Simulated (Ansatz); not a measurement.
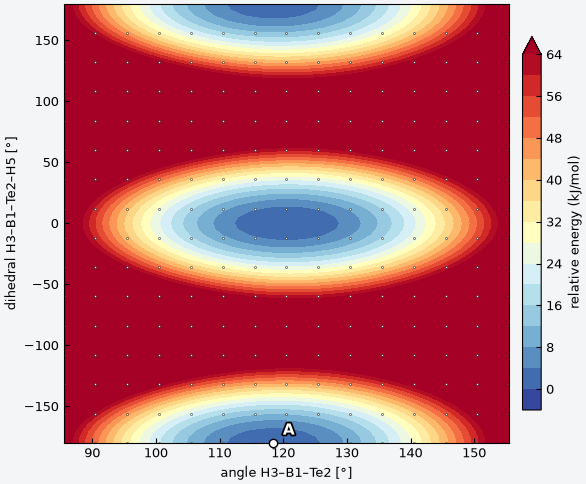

BH3Te, SMILES B[TeH]. 
- First axis: angle H3–B1–Te2. Second axis: dihedral H3–B1–Te2–H5.
- Nothing is relaxed (all other coordinates rigid).
- The grid has 15 × 15 points; 120 points were computed and 105 follow by symmetry.
- Points are written as (first, second).
- All energies are given in kJ/mol relative to the relaxed molecule at the same level.
- These are results of RKS PBE0-D4/def2-TZVP (Ansatz 0.2.0), not measurements.

Drawn: filled contours, dots at the grid points, one colour for all values above the top of the scale, the well A. Between grid points the surface is interpolated.

> Estimate the position of the minimum and the force constants in these coordinates. Take the well at A.

The interpolated minimum is at angle H3–B1–Te2 ≈ 118.4°, dihedral H3–B1–Te2–H5 ≈ −180°. The curvatures there are about 4 eV/rad² and 1.4 eV/rad², with a cross term of about 0 eV/rad². Round the minimum the two coordinates are nearly uncoupled. (1 eV is 96.5 kJ/mol.)
